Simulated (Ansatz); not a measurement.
Take CdSe in the zinc blende structure (space group F-43m, No. 216; a = 6.1333 Å) as the base.

Perturbation: a hydrostatic pressure of 0.3 GPa.

Method: DFT with r2SCAN, PAW potentials and a 500 eV plane-wave cutoff in Ansatz (a program for electronic structure), spin-orbit coupling left out, earlier PAW set.

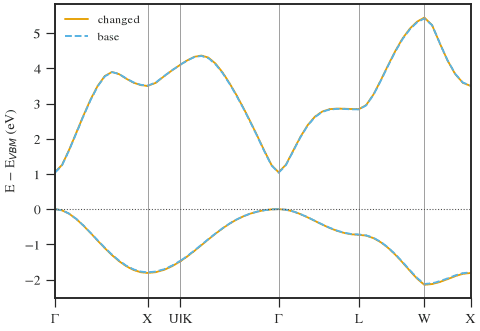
Figure. Highest valence and lowest conduction band along the path, each from its own valence-band maximum

Problem. From the figure, how large is the changed gap, and is it direct?

Solution. About 1.0 eV, direct at Γ.

Load acts through the strain it causes; cell and atoms are relaxed under it. Semilocal Kohn–Sham gaps tend to fall short of experiment. No phonon test of stability was made.
